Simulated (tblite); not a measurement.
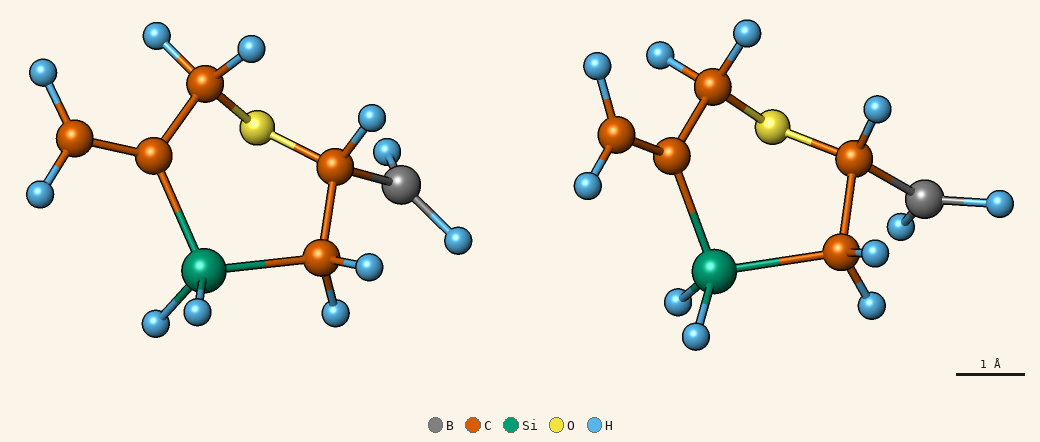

Two geometries of C₅H₁₁BOSi, drawn at one scale. One is the start of a relaxation, the other its converged end. A ball-and-stick model, seen at a tilt.

Level of theory: GFN2-xTB geometry optimisation, gas phase (tblite 0.8.0). 

### Which one is relaxed?

The right one is the relaxed one. The largest move after the best rigid fit is that of an H atom, 1.14 Å. Largest moves by element: H 1.14 Å, C 0.56 Å, Si 0.51 Å, B 0.30 Å, O 0.15 Å. Some distances before and after: O–Si 2.847 → 2.687 Å, C–Si 1.854 → 1.907 Å, C–C 1.508 → 1.558 Å, C–O 1.378 → 1.421 Å. Among the angles between lasting bonds that change: B–C–C 105.2° → 91.2°, B–C–H 105.7° → 118.1°, O–C–H 113.7° → 105.3°. Groups turn about B–C by about 45°, C–Si by about 35°, C–C by about 35°. Over 118 geometry steps the energy falls by 0.568 eV.
